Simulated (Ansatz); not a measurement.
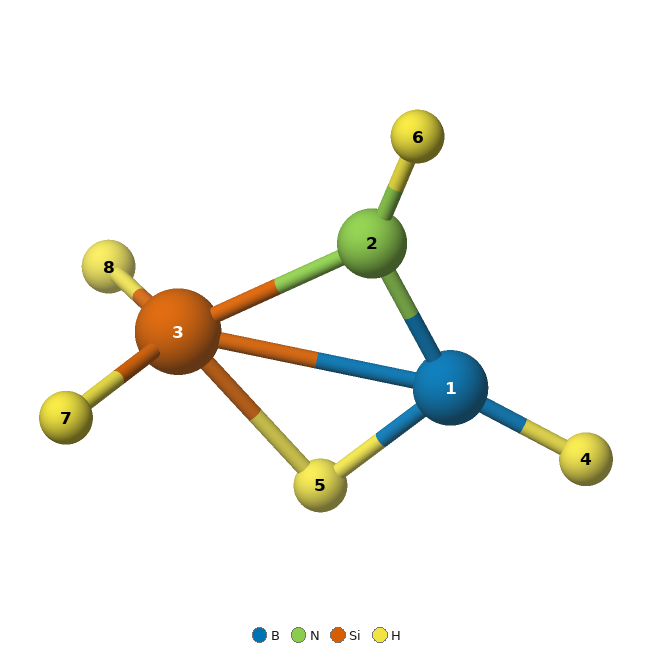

The species has charge +1 and is a spin singlet. The geometry was computed by an optimisation with PBE-D4/def2-SVP. No frequency run is at hand to confirm it as a minimum.

**Which bond is the longest?**

B1–Si3, 2.170 Å.

**What is the dihedral angle N2–Si3–H5–B1?**

0° in size, that is syn (eclipsed).
